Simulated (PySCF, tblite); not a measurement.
# C₄H₁₁B₂N: geometry, infrared bands and NMR shifts

What infrared bands and NMR shifts should C₄H₁₁B₂N (`BNB/C=C\CC`) show?

Programs: tblite 0.8.0 and PySCF 2.14.0, with density-fitted response routines of our own. Each step states its level of theory. These are calculated values for one molecule in the gas phase, unless marked as measured. Atoms count from 0, in the outputs and in this text.

## 1. Starting geometry

18 atoms, charge 0, multiplicity 1; geometry from: force field or distance geometry start.

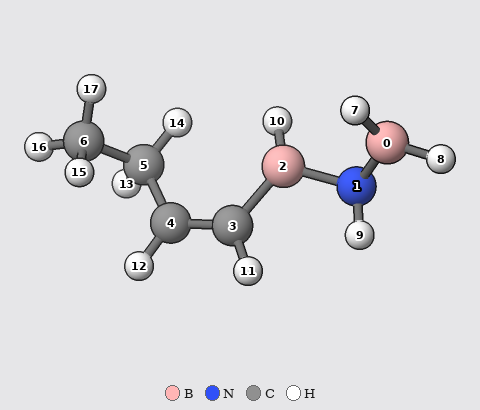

As it starts; boron pink, nitrogen blue, carbon grey, hydrogen white, atoms numbered.

## 2. Optimising the geometry with GFN2-xTB

What the job is given:

```
{"job": {"kind": "relax", "xc": "GFN2-xTB", "basis": "xTB"}, "charge": 0, "multiplicity": 1}
B     -3.482900    -0.022000     1.017500
N     -2.601000    -0.753100     0.016200
B     -1.115900    -0.505200     0.322500
C     -0.314800     0.088400    -0.887900
C      1.005700     0.077200    -0.939700
C      1.850900    -0.486100     0.122900
C      2.723800     0.669300     0.609300
H     -3.097700     0.873000     1.696800
H     -4.642800    -0.016800     0.777100
H     -2.847400    -0.405000    -0.916600
H     -0.674700    -1.223900     1.141400
H     -0.852500     0.522400    -1.730000
H      1.475800     0.509200    -1.812800
H      2.491000    -1.280700    -0.361700
H      1.328700    -0.895500     0.981000
H      2.444200     1.576600     0.071200
H      3.761200     0.415300     0.397800
H      2.539900     0.863100     1.688900
```

The run is started by

```
$ OMP_NUM_THREADS=1 python probes_run.py task.json out
```

This one command runs all jobs of the session in turn.

**Question.** This job is followed by: GFN2-xTB harmonic vibrations, gas phase; GIAO PBE0/pcSseg-1 NMR shielding, non-relativistic, gas phase. Predict these results of the whole session: strongest single infrared mode (GFN2-xTB); zero-point energy (GFN2-xTB); 13C shifts against TMS (PBE0/pcSseg-1); 1H shifts against TMS (PBE0/pcSseg-1, means over atoms taken as alike); 11B shifts against BF3·OEt2 (PBE0/pcSseg-1); 15N shifts against NH3 (PBE0/pcSseg-1).

As calculated:

| quantity | value |
| --- | --- |
| strongest single infrared mode (GFN2-xTB) | 1410 cm⁻¹, 680 km/mol |
| zero-point energy (GFN2-xTB) | 93.0 kcal/mol |
| 13C shifts against TMS (PBE0/pcSseg-1) | 175.0, 138.1, 31.0, 17.2 ppm |
| 1H shifts against TMS (PBE0/pcSseg-1, means over atoms taken as alike) | 7.31, 7.30, 6.02, 5.84, 5.52, 2.68, 1.12 ppm |
| 11B shifts against BF3·OEt2 (PBE0/pcSseg-1) | 50.0, 42.7 ppm |
| 15N shifts against NH3 (PBE0/pcSseg-1) | 192.6 ppm |

In words: Relaxing lowered the energy by 1.720 eV in 109 steps; the close pair that moved most is B0–N1, from 1.521 to 1.404 Å. All 48 modes are real, so the xTB geometry is a minimum. Unscaled tight-binding wavenumbers are off by several per cent, some by more. Its intensities can rank the bands wrongly. At PBE0/pcSseg-1: The widest tensor belongs to N1: span 311 ppm, with a paramagnetic part of -247 ppm.
